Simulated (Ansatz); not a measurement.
# Molecular dynamics, with input and output: SnH$_{5}$OF (part 1 of 3)

SnH$_{5}$OF, computed with RKS PBE0-D4/def2-SVP (Ansatz 0.2.0).

It belongs to a series of runs on one base structure; here: dynamics from the highest image of the converged band. Figures and captions count atoms from 1; the log counts them from 0 in places.

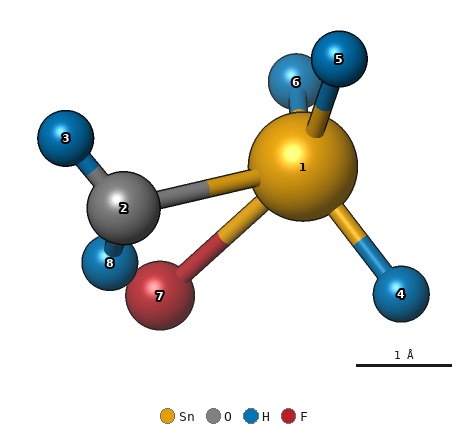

The starting structure (ball-and-stick view, seen at a tilt; atoms are numbered from 1 in the order of the input). Sticks mark near contacts. Bond lengths as drawn: F–Sn 2.26 Å, H–O 0.96 to 1.14 Å, H–Sn 1.70 to 1.73 Å and O–Sn 2.18 Å.

**Summary**

- outcome: finished
- mean temperature over the second half: 585 K
- trajectory: 200 steps, 100 fs
- ensemble: nve
- temperature in the input: 300.0 K
- time step: 0.5 fs
- potential energy (last step): −10668.0811 eV
- mean-field energy (last step): −10667.9976 eV
- largest force (length of the vector) (last step): 1.251 eV/Å
- hardware: 1 thread of Arm Neoverse V2, 24 GiB of memory available, shared host
- wall time: 10 min
- peak memory: 0.15 GiB

**Remarks**

So short a trajectory is not equilibrated.

**Input file**
```yaml
crystal:
  periodic: [false, false, false]
  atoms:
    - { symbol: Sn, position_ang: [0.064048, -0.147574, -0.111333] }
    - { symbol: O, position_ang: [0.128938, -0.0775, 2.066973] }
    - { symbol: H, position_ang: [-0.712046, -0.121311, 2.536488] }
    - { symbol: H, position_ang: [1.596934, 0.249641, -0.733099] }
    - { symbol: H, position_ang: [-0.925374, 1.277416, -0.11036] }
    - { symbol: H, position_ang: [-0.865979, -1.386804, -0.831038] }
    - { symbol: F, position_ang: [1.049345, -1.83013, 1.030555] }
    - { symbol: H, position_ang: [0.62873, -1.088338, 1.876114] }
basis:
  gaussian: { orbitals: def2-SVP }
hamiltonian:
  xc: pbe0
  dispersion: d4
md:
  timestep: 0.5
  n_steps: 200
  ensemble: nve
  temperature: 300.0
  initial_velocities: maxwell_boltzmann
  seed: 4694
```

Run as:
```bash
ansatz run input.yaml --threads 1 --pin off --max-ram 2048MiB --backend cpu --events-out ev --progress --plain --runs-dir out
```

**The program's output**
```
Engine: ansatz 0.2.0, aarch64-unknown-linux-gnu
Functional definition: PBE0
  parameter a = 0.25
  parameter kappa = 0.804
  parameter beta = 0.06672455060314922
  exchange = (1 - a)*pbe_x(kappa = kappa, mu = beta*pi^2/3) + a*exact_x
  correlation = pbe_c(beta = beta)
920 factors; integrals over basis functions are off by at most 3.5e-4 eV
mean field evaluation 1: about -10663.5885 eV, gradient 5.0e1 eV
mean field evaluation 2: about -10657.8984 eV, gradient 7.5e1 eV
mean field evaluation 4: about -10667.6904 eV, gradient 4.1e0 eV
mean field evaluation 8: about -10667.7443 eV, gradient 6.9e-2 eV
mean field evaluation 16: about -10667.7443 eV, gradient 1.6e-5 eV
mean field -10667.74434927 eV, -392.0323739787 hartree, gradient 1.6e-5 eV, S^2 0.000000; 0 other end points of the search recorded, 0 dependent functions left out
the calculation of the forces begins
reference -10667.74437784 eV, -392.0323750287 hartree; 22, 22 occupied and 57, 57 virtual orbitals, 920 factors
md step     0: t =     0.00 fs  T =   300.0 K  F+E_penalty+E_count = -10667.84074478 eV  E_kin = 0.232668 eV  conserved = -10667.60807679 eV  (25 SCF iters)
these checks for a lower state are left out or cut short: starts, cluster_reference, orbital_swaps, neighbouring_geometries, increment
920 factors; integrals over basis functions are off by at most 3.5e-4 eV
mean field -10667.74235725 eV, -392.0323007736 hartree, gradient 2.5e-5 eV, S^2 0.000000; 0 other end points of the search recorded, 0 dependent functions left out
the calculation of the forces begins
reference -10667.74238586 eV, -392.0323018249 hartree; 22, 22 occupied and 57, 57 virtual orbitals, 920 factors
md step     1: t =     0.50 fs  T =   297.4 K  F+E_penalty+E_count = -10667.83869500 eV  E_kin = 0.230625 eV  conserved = -10667.60806973 eV  (30 SCF iters)
[... from here on the SCF iterations and repeated set-up lines of each step are left out, up to the last step ...]
md step     2: t =     1.00 fs  T =   289.7 K  F+E_penalty+E_count = -10667.83267948 eV  E_kin = 0.224654 eV  conserved = -10667.60802523 eV  (30 SCF iters)
md step     3: t =     1.50 fs  T =   277.9 K  F+E_penalty+E_count = -10667.82344490 eV  E_kin = 0.215489 eV  conserved = -10667.60795554 eV  (30 SCF iters)
md step     4: t =     2.00 fs  T =   263.4 K  F+E_penalty+E_count = -10667.81212508 eV  E_kin = 0.204246 eV  conserved = -10667.60787923 eV  (30 SCF iters)
md step     5: t =     2.50 fs  T =   247.7 K  F+E_penalty+E_count = -10667.79994685 eV  E_kin = 0.192133 eV  conserved = -10667.60781400 eV  (30 SCF iters)
md step     6: t =     3.00 fs  T =   232.3 K  F+E_penalty+E_count = -10667.78795033 eV  E_kin = 0.180180 eV  conserved = -10667.60777077 eV  (30 SCF iters)
md step     7: t =     3.50 fs  T =   218.0 K  F+E_penalty+E_count = -10667.77681526 eV  E_kin = 0.169064 eV  conserved = -10667.60775118 eV  (30 SCF iters)
md step     8: t =     4.00 fs  T =   205.1 K  F+E_penalty+E_count = -10667.76683732 eV  E_kin = 0.159089 eV  conserved = -10667.60774784 eV  (30 SCF iters)
md step     9: t =     4.50 fs  T =   193.8 K  F+E_penalty+E_count = -10667.75804777 eV  E_kin = 0.150300 eV  conserved = -10667.60774799 eV  (30 SCF iters)
md step    10: t =     5.00 fs  T =   184.0 K  F+E_penalty+E_count = -10667.75041727 eV  E_kin = 0.142678 eV  conserved = -10667.60773964 eV  (30 SCF iters)
md step    11: t =     5.50 fs  T =   175.8 K  F+E_penalty+E_count = -10667.74404548 eV  E_kin = 0.136327 eV  conserved = -10667.60771845 eV  (30 SCF iters)
md step    12: t =     6.00 fs  T =   169.6 K  F+E_penalty+E_count = -10667.73923035 eV  E_kin = 0.131539 eV  conserved = -10667.60769146 eV  (30 SCF iters)
md step    13: t =     6.50 fs  T =   165.9 K  F+E_penalty+E_count = -10667.73636063 eV  E_kin = 0.128686 eV  conserved = -10667.60767453 eV  (30 SCF iters)
md step    14: t =     7.00 fs  T =   165.0 K  F+E_penalty+E_count = -10667.73567456 eV  E_kin = 0.127991 eV  conserved = -10667.60768312 eV  (30 SCF iters)
md step    15: t =     7.50 fs  T =   166.7 K  F+E_penalty+E_count = -10667.73702647 eV  E_kin = 0.129305 eV  conserved = -10667.60772161 eV  (30 SCF iters)
md step    16: t =     8.00 fs  T =   170.3 K  F+E_penalty+E_count = -10667.73982026 eV  E_kin = 0.132041 eV  conserved = -10667.60777914 eV  (26 SCF iters)
md step    17: t =     8.50 fs  T =   174.5 K  F+E_penalty+E_count = -10667.74317355 eV  E_kin = 0.135338 eV  conserved = -10667.60783516 eV  (30 SCF iters)
md step    18: t =     9.00 fs  T =   178.4 K  F+E_penalty+E_count = -10667.74623097 eV  E_kin = 0.138360 eV  conserved = -10667.60787056 eV  (30 SCF iters)
md step    19: t =     9.50 fs  T =   181.3 K  F+E_penalty+E_count = -10667.74845896 eV  E_kin = 0.140582 eV  conserved = -10667.60787684 eV  (30 SCF iters)
md step    20: t =    10.00 fs  T =   183.0 K  F+E_penalty+E_count = -10667.74978071 eV  E_kin = 0.141922 eV  conserved = -10667.60785845 eV  (31 SCF iters)
md step    21: t =    10.50 fs  T =   184.0 K  F+E_penalty+E_count = -10667.75051174 eV  E_kin = 0.142683 eV  conserved = -10667.60782866 eV  (31 SCF iters)
md step    22: t =    11.00 fs  T =   184.8 K  F+E_penalty+E_count = -10667.75115575 eV  E_kin = 0.143353 eV  conserved = -10667.60780258 eV  (31 SCF iters)
md step    23: t =    11.50 fs  T =   186.2 K  F+E_penalty+E_count = -10667.75216836 eV  E_kin = 0.144378 eV  conserved = -10667.60779071 eV  (30 SCF iters)
md step    24: t =    12.00 fs  T =   188.2 K  F+E_penalty+E_count = -10667.75379088 eV  E_kin = 0.145996 eV  conserved = -10667.60779497 eV  (30 SCF iters)
md step    25: t =    12.50 fs  T =   191.1 K  F+E_penalty+E_count = -10667.75601740 eV  E_kin = 0.148209 eV  conserved = -10667.60780796 eV  (29 SCF iters)
md step    26: t =    13.00 fs  T =   194.6 K  F+E_penalty+E_count = -10667.75870356 eV  E_kin = 0.150887 eV  conserved = -10667.60781681 eV  (30 SCF iters)
md step    27: t =    13.50 fs  T =   198.5 K  F+E_penalty+E_count = -10667.76176045 eV  E_kin = 0.153950 eV  conserved = -10667.60780996 eV  (30 SCF iters)
md step    28: t =    14.00 fs  T =   203.1 K  F+E_penalty+E_count = -10667.76532481 eV  E_kin = 0.157539 eV  conserved = -10667.60778551 eV  (31 SCF iters)
md step    29: t =    14.50 fs  T =   208.9 K  F+E_penalty+E_count = -10667.76978087 eV  E_kin = 0.162025 eV  conserved = -10667.60775570 eV  (31 SCF iters)
md step    30: t =    15.00 fs  T =   216.4 K  F+E_penalty+E_count = -10667.77556898 eV  E_kin = 0.167826 eV  conserved = -10667.60774345 eV  (31 SCF iters)
md step    31: t =    15.50 fs  T =   225.7 K  F+E_penalty+E_count = -10667.78284316 eV  E_kin = 0.175074 eV  conserved = -10667.60776886 eV  (31 SCF iters)
md step    32: t =    16.00 fs  T =   236.4 K  F+E_penalty+E_count = -10667.79117270 eV  E_kin = 0.183337 eV  conserved = -10667.60783527 eV  (31 SCF iters)
md step    33: t =    16.50 fs  T =   247.0 K  F+E_penalty+E_count = -10667.79950186 eV  E_kin = 0.191579 eV  conserved = -10667.60792325 eV  (31 SCF iters)
md step    34: t =    17.00 fs  T =   255.9 K  F+E_penalty+E_count = -10667.80645257 eV  E_kin = 0.198454 eV  conserved = -10667.60799886 eV  (25 SCF iters)
md step    35: t =    17.50 fs  T =   261.5 K  F+E_penalty+E_count = -10667.81084617 eV  E_kin = 0.202816 eV  conserved = -10667.60803018 eV  (31 SCF iters)
md step    36: t =    18.00 fs  T =   263.3 K  F+E_penalty+E_count = -10667.81219033 eV  E_kin = 0.204187 eV  conserved = -10667.60800311 eV  (31 SCF iters)
md step    37: t =    18.50 fs  T =   261.7 K  F+E_penalty+E_count = -10667.81090178 eV  E_kin = 0.202976 eV  conserved = -10667.60792548 eV  (31 SCF iters)
md step    38: t =    19.00 fs  T =   258.4 K  F+E_penalty+E_count = -10667.80818969 eV  E_kin = 0.200368 eV  conserved = -10667.60782190 eV  (31 SCF iters)
md step    39: t =    19.50 fs  T =   255.2 K  F+E_penalty+E_count = -10667.80567556 eV  E_kin = 0.197953 eV  conserved = -10667.60772304 eV  (31 SCF iters)
md step    40: t =    20.00 fs  T =   254.3 K  F+E_penalty+E_count = -10667.80491061 eV  E_kin = 0.197255 eV  conserved = -10667.60765586 eV  (31 SCF iters)
md step    41: t =    20.50 fs  T =   257.0 K  F+E_penalty+E_count = -10667.80695075 eV  E_kin = 0.199314 eV  conserved = -10667.60763632 eV  (24 SCF iters)
md step    42: t =    21.00 fs  T =   263.6 K  F+E_penalty+E_count = -10667.81210452 eV  E_kin = 0.204438 eV  conserved = -10667.60766613 eV  (24 SCF iters)
md step    43: t =    21.50 fs  T =   273.6 K  F+E_penalty+E_count = -10667.81990783 eV  E_kin = 0.212175 eV  conserved = -10667.60773326 eV  (31 SCF iters)
md step    44: t =    22.00 fs  T =   285.6 K  F+E_penalty+E_count = -10667.82931978 eV  E_kin = 0.221504 eV  conserved = -10667.60781534 eV  (31 SCF iters)
md step    45: t =    22.50 fs  T =   298.1 K  F+E_penalty+E_count = -10667.83908004 eV  E_kin = 0.231194 eV  conserved = -10667.60788589 eV  (31 SCF iters)
md step    46: t =    23.00 fs  T =   309.7 K  F+E_penalty+E_count = -10667.84812376 eV  E_kin = 0.240201 eV  conserved = -10667.60792278 eV  (31 SCF iters)
md step    47: t =    23.50 fs  T =   319.8 K  F+E_penalty+E_count = -10667.85592212 eV  E_kin = 0.248006 eV  conserved = -10667.60791599 eV  (31 SCF iters)
md step    48: t =    24.00 fs  T =   328.5 K  F+E_penalty+E_count = -10667.86262559 eV  E_kin = 0.254752 eV  conserved = -10667.60787331 eV  (31 SCF iters)
md step    49: t =    24.50 fs  T =   336.7 K  F+E_penalty+E_count = -10667.86893120 eV  E_kin = 0.261112 eV  conserved = -10667.60781894 eV  (31 SCF iters)
md step    50: t =    25.00 fs  T =   345.4 K  F+E_penalty+E_count = -10667.87569193 eV  E_kin = 0.267905 eV  conserved = -10667.60778667 eV  (31 SCF iters)
md step    51: t =    25.50 fs  T =   355.4 K  F+E_penalty+E_count = -10667.88340271 eV  E_kin = 0.275601 eV  conserved = -10667.60780204 eV  (25 SCF iters)
md step    52: t =    26.00 fs  T =   366.1 K  F+E_penalty+E_count = -10667.89182096 eV  E_kin = 0.283954 eV  conserved = -10667.60786650 eV  (31 SCF iters)
md step    53: t =    26.50 fs  T =   376.5 K  F+E_penalty+E_count = -10667.89996175 eV  E_kin = 0.292010 eV  conserved = -10667.60795211 eV  (31 SCF iters)
md step    54: t =    27.00 fs  T =   384.9 K  F+E_penalty+E_count = -10667.90652376 eV  E_kin = 0.298507 eV  conserved = -10667.60801713 eV  (31 SCF iters)
md step    55: t =    27.50 fs  T =   390.0 K  F+E_penalty+E_count = -10667.91052228 eV  E_kin = 0.302493 eV  conserved = -10667.60802977 eV  (31 SCF iters)
md step    56: t =    28.00 fs  T =   391.7 K  F+E_penalty+E_count = -10667.91177669 eV  E_kin = 0.303794 eV  conserved = -10667.60798313 eV  (31 SCF iters)
md step    57: t =    28.50 fs  T =   390.8 K  F+E_penalty+E_count = -10667.91101624 eV  E_kin = 0.303120 eV  conserved = -10667.60789594 eV  (31 SCF iters, 3 dispersion substeps)
md step    58: t =    29.00 fs  T =   389.1 K  F+E_penalty+E_count = -10667.90960307 eV  E_kin = 0.301804 eV  conserved = -10667.60779910 eV  (30 SCF iters, 3 dispersion substeps)
md step    59: t =    29.50 fs  T =   388.5 K  F+E_penalty+E_count = -10667.90906067 eV  E_kin = 0.301340 eV  conserved = -10667.60772077 eV  (31 SCF iters, 3 dispersion substeps)
md step    60: t =    30.00 fs  T =   390.6 K  F+E_penalty+E_count = -10667.91062737 eV  E_kin = 0.302948 eV  conserved = -10667.60767890 eV  (31 SCF iters, 3 dispersion substeps)
md step    61: t =    30.50 fs  T =   396.2 K  F+E_penalty+E_count = -10667.91497036 eV  E_kin = 0.307292 eV  conserved = -10667.60767858 eV  (31 SCF iters, 3 dispersion substeps)
md step    62: t =    31.00 fs  T =   405.4 K  F+E_penalty+E_count = -10667.92209317 eV  E_kin = 0.314377 eV  conserved = -10667.60771623 eV  (31 SCF iters, 3 dispersion substeps)
md step    63: t =    31.50 fs  T =   417.2 K  F+E_penalty+E_count = -10667.93138427 eV  E_kin = 0.323600 eV  conserved = -10667.60778419 eV  (31 SCF iters, 3 dispersion substeps)
md step    64: t =    32.00 fs  T =   430.5 K  F+E_penalty+E_count = -10667.94173963 eV  E_kin = 0.333867 eV  conserved = -10667.60787243 eV  (31 SCF iters, 3 dispersion substeps)
md step    65: t =    32.50 fs  T =   443.3 K  F+E_penalty+E_count = -10667.95173331 eV  E_kin = 0.343767 eV  conserved = -10667.60796632 eV  (31 SCF iters, 3 dispersion substeps)
md step    66: t =    33.00 fs  T =   453.6 K  F+E_penalty+E_count = -10667.95986898 eV  E_kin = 0.351826 eV  conserved = -10667.60804281 eV  (31 SCF iters, 3 dispersion substeps)
md step    67: t =    33.50 fs  T =   460.2 K  F+E_penalty+E_count = -10667.96495035 eV  E_kin = 0.356877 eV  conserved = -10667.60807346 eV  (30 SCF iters, 3 dispersion substeps)
md step    68: t =    34.00 fs  T =   462.2 K  F+E_penalty+E_count = -10667.96650963 eV  E_kin = 0.358470 eV  conserved = -10667.60803997 eV  (25 SCF iters, 3 dispersion substeps)
md step    69: t =    34.50 fs  T =   460.5 K  F+E_penalty+E_count = -10667.96507601 eV  E_kin = 0.357126 eV  conserved = -10667.60794973 eV  (31 SCF iters, 3 dispersion substeps)
md step    70: t =    35.00 fs  T =   456.7 K  F+E_penalty+E_count = -10667.96204068 eV  E_kin = 0.354199 eV  conserved = -10667.60784205 eV  (31 SCF iters, 3 dispersion substeps)
md step    71: t =    35.50 fs  T =   453.0 K  F+E_penalty+E_count = -10667.95905885 eV  E_kin = 0.351291 eV  conserved = -10667.60776786 eV  (31 SCF iters, 3 dispersion substeps)
md step    72: t =    36.00 fs  T =   450.7 K  F+E_penalty+E_count = -10667.95728068 eV  E_kin = 0.349522 eV  conserved = -10667.60775832 eV  (31 SCF iters, 3 dispersion substeps)
md step    73: t =    36.50 fs  T =   450.1 K  F+E_penalty+E_count = -10667.95687872 eV  E_kin = 0.349073 eV  conserved = -10667.60780539 eV  (31 SCF iters, 3 dispersion substeps)
md step    74: t =    37.00 fs  T =   450.4 K  F+E_penalty+E_count = -10667.95715694 eV  E_kin = 0.349286 eV  conserved = -10667.60787094 eV  (31 SCF iters, 3 dispersion substeps)
md step    75: t =    37.50 fs  T =   450.3 K  F+E_penalty+E_count = -10667.95711824 eV  E_kin = 0.349205 eV  conserved = -10667.60791321 eV  (31 SCF iters, 3 dispersion substeps)
md step    76: t =    38.00 fs  T =   449.0 K  F+E_penalty+E_count = -10667.95610238 eV  E_kin = 0.348193 eV  conserved = -10667.60790896 eV  (31 SCF iters, 3 dispersion substeps)
md step    77: t =    38.50 fs  T =   446.5 K  F+E_penalty+E_count = -10667.95415958 eV  E_kin = 0.346301 eV  conserved = -10667.60785875 eV  (31 SCF iters, 3 dispersion substeps)
md step    78: t =    39.00 fs  T =   443.9 K  F+E_penalty+E_count = -10667.95206037 eV  E_kin = 0.344280 eV  conserved = -10667.60778043 eV  (31 SCF iters, 3 dispersion substeps)
md step    79: t =    39.50 fs  T =   442.7 K  F+E_penalty+E_count = -10667.95102391 eV  E_kin = 0.343323 eV  conserved = -10667.60770069 eV  (31 SCF iters, 3 dispersion substeps)
md step    80: t =    40.00 fs  T =   444.4 K  F+E_penalty+E_count = -10667.95229410 eV  E_kin = 0.344645 eV  conserved = -10667.60764864 eV  (31 SCF iters, 3 dispersion substeps)
md step    81: t =    40.50 fs  T =   450.0 K  F+E_penalty+E_count = -10667.95667292 eV  E_kin = 0.349023 eV  conserved = -10667.60764983 eV  (31 SCF iters, 3 dispersion substeps)
md step    82: t =    41.00 fs  T =   459.5 K  F+E_penalty+E_count = -10667.96411853 eV  E_kin = 0.356401 eV  conserved = -10667.60771757 eV  (31 SCF iters, 3 dispersion substeps)
md step    83: t =    41.50 fs  T =   471.5 K  F+E_penalty+E_count = -10667.97354908 eV  E_kin = 0.365706 eV  conserved = -10667.60784285 eV  (31 SCF iters, 3 dispersion substeps)
md step    84: t =    42.00 fs  T =   483.5 K  F+E_penalty+E_count = -10667.98300347 eV  E_kin = 0.375014 eV  conserved = -10667.60798936 eV  (31 SCF iters, 3 dispersion substeps)
md step    85: t =    42.50 fs  T =   492.7 K  F+E_penalty+E_count = -10667.99022644 eV  E_kin = 0.382126 eV  conserved = -10667.60810010 eV  (25 SCF iters, 3 dispersion substeps)
md step    86: t =    43.00 fs  T =   497.0 K  F+E_penalty+E_count = -10667.99355276 eV  E_kin = 0.385432 eV  conserved = -10667.60812041 eV  (31 SCF iters, 3 dispersion substeps)
md step    87: t =    43.50 fs  T =   496.0 K  F+E_penalty+E_count = -10667.99272492 eV  E_kin = 0.384693 eV  conserved = -10667.60803148 eV  (31 SCF iters, 3 dispersion substeps)
md step    88: t =    44.00 fs  T =   491.6 K  F+E_penalty+E_count = -10667.98914682 eV  E_kin = 0.381274 eV  conserved = -10667.60787300 eV  (31 SCF iters, 3 dispersion substeps)
```
